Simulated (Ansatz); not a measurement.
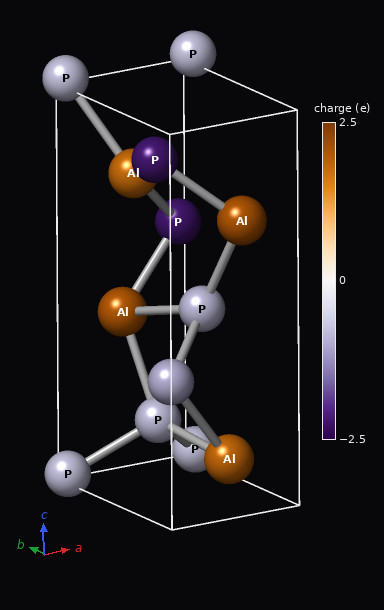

Crystal structure, ball-and-stick style, seen slightly off an axis. The parallelepiped is the simulation cell. The atoms of this Al2P3 cell are coloured by their Bader charge.

Setup: DFT PBE, scalar-relativistic, plane waves, PAW in Ansatz; 420 eV cutoff, k-grid 12×6×6, Gaussian smearing of 0.1 eV, no spin polarisation.

> Which atoms are positive and which negative?

Most positive: Al; most negative: P. Charges: about Al +1.7 to +2.0 e; P -2.2 to -0.7 e.

Starting structure: a structure type filled with these elements by a generator (whether the compound takes this form wasn't checked). Earlier steps of the study, as a rule a relaxation of our own, may have changed the cell and positions, so they can lie some per cent off the listed ones. An electronic-structure calculation with Ansatz was run on it.
